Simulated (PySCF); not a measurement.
SnHg (charge +1, doublet)

```xyz
2

Sn    0.0000    0.0000   -1.8423
Hg    0.0000    0.0000    1.0937
```

Core potentials replace the inner electrons of Sn and Hg.

All numbers below come from PySCF, PBE0/def2-SVP, non-relativistic Hamiltonian with scalar-relativistic core potentials where named, at a bond length of 2.936 Å.

What can the converged electron density, electron localisation function and spin density tell about the bonding?

Answer. Sn–Hg (2.94 Å): ρ at the midpoint is about 0.24 e/Å³; the ELF is about 0.30 at the midpoint.
The unpaired spin (1 electron) lies mostly on Sn1 (about 1.0), in electrons by Hirshfeld's partition.

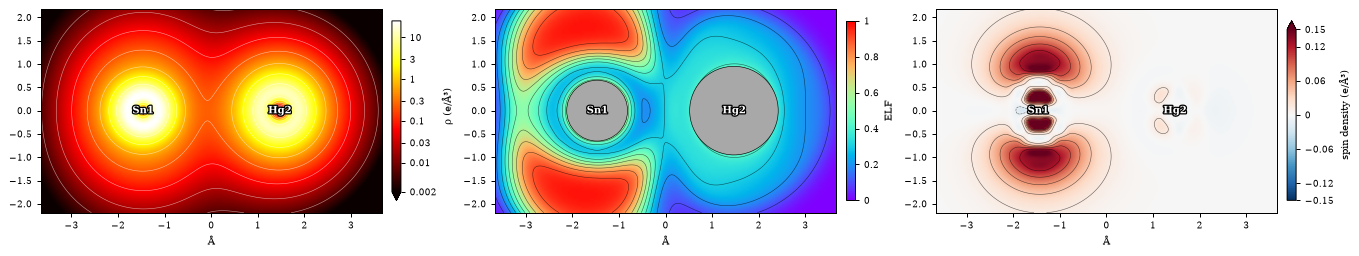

Computed electron density, electron localisation function and spin density on a plane that holds the molecular axis, in this order. Grey discs cover the atomic cores in the ELF map. 
